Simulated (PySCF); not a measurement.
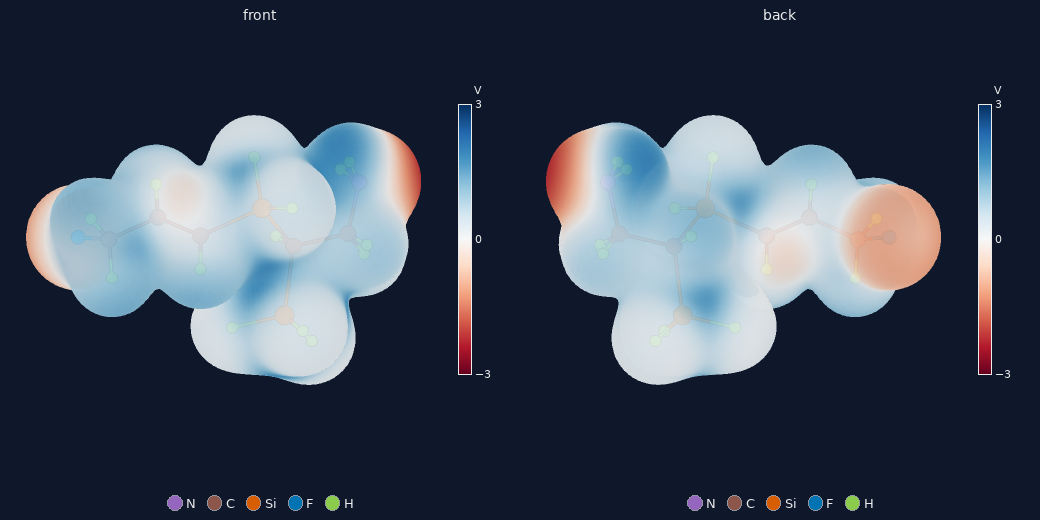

C5H14FNSi2. The molecular electrostatic potential painted on the density surface at 0.004 e/bohr³, seen from the front and from behind; the colour scale runs from red (negative) to blue (positive).

Geometry: GFN2-xTB.

The calculation used PySCF 2.14.0, PBE0/pcSseg-1, SCF density, gas phase, non-relativistic.

```xyz
23

N    -3.1457    0.4708    1.5386
C    -2.7836   -0.2574    0.3391
C    -1.2847   -0.5536    0.1637
Si   -0.9839   -1.5788   -1.4159
Si   -0.2448    1.0465    0.2530
C     1.4843    0.7100   -0.3976
C     2.5645    0.5874    0.3578
C     3.9404    0.3217   -0.1651
F     4.5981   -0.5885    0.6323
H    -2.7612    1.4085    1.5179
H    -2.7718    0.0018    2.3572
H    -3.1460    0.3220   -0.5141
H    -3.3427   -1.1989    0.3621
H    -0.9770   -1.1828    1.0087
H     0.4046   -2.0405   -1.4439
H    -1.2606   -0.7587   -2.5980
H    -1.8779   -2.7396   -1.4148
H    -0.1312    1.5344    1.6377
H    -0.8649    2.0927   -0.5732
H     1.5988    0.6037   -1.4696
H     2.5079    0.6824    1.4335
H     3.9244   -0.0930   -1.1785
H     4.5484    1.2368   -0.1479
```

### Which sites attract a positive test charge, and which a negative one?

A positive charge is drawn to the negative regions and a negative charge to the positive ones. The most negative region (about −2.1 V) lies over N1, the most positive (about +1.9 V) over Si4, Si5, H10 and H11. N1 is the likeliest acceptor of a hydrogen bond.

### How polar is the molecule by this calculation?

Its dipole moment is 1.03 D.
